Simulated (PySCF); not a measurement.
System: C4H8O3Si (SMILES COC(=O)[SiH2]CC=O).

Input

```
{"job": {"xc": "PBE0", "basis": "pcSseg-1", "kind": "nmr", "pop": true}, "charge": 0, "multiplicity": 1}
C      3.320299     0.460581    -0.046453
O      2.047848     0.082031     0.475819
C      1.027067     0.044215    -0.382124
O      1.130137     0.313216    -1.553153
Si    -0.566155    -0.540499     0.519499
C     -2.026820     0.253961    -0.432721
C     -3.286317    -0.345884     0.060679
O     -3.964473     0.089354     0.951742
H      4.019189     0.413651     0.784047
H      3.617275    -0.225371    -0.841795
H      3.271705     1.472072    -0.453768
H     -0.501113    -0.111209     1.912923
H     -0.617277    -2.002381     0.409671
H     -1.895925     0.072399    -1.498354
H     -2.025762     1.327982    -0.243606
H     -3.557277    -1.295174    -0.443349
```

Launched as:

```sh
OMP_NUM_THREADS=1 python ens_run.py task.json out
```

Geometry: GFN2-xTB.

All numbers below come from PBE0/pcSseg-1, SCF density, gas phase, non-relativistic in PySCF.

Q: What can the converged electron density and electron localisation function tell about the bonding?

A: C–O (1.21 Å): the density is about 3.3 e/Å³ at the midpoint; the ELF peaks at about 0.85 between the atoms; a short, multiple covalent bond.
C–Si (1.92 Å): ρ is about 0.92 e/Å³ halfway; the ELF peaks at about 1 between the atoms; a shared electron pair.
C–H (1.09 Å): ρ at the midpoint is about 2.1 e/Å³; the ELF climbs to about 1 towards the hydrogen, as it does in any bond to H (a covalent bond by its length).
C–O (1.33 Å): ρ is about 2.5 e/Å³ halfway; the ELF peaks at about 0.85 between the atoms (a shared but strongly polarised pair).

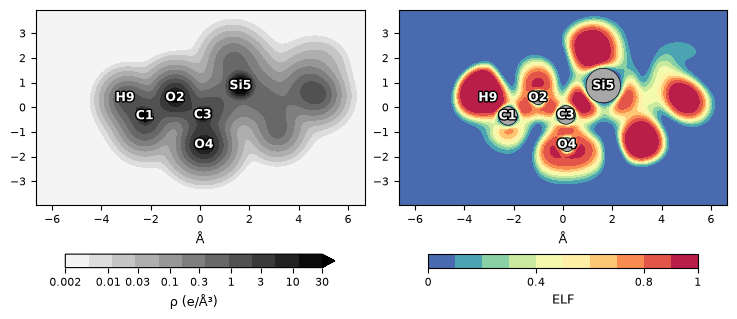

Computed electron density and electron localisation function on the plane of atoms O2, C3 and O4, in this order. Grey discs cover the atomic cores in the ELF map. 
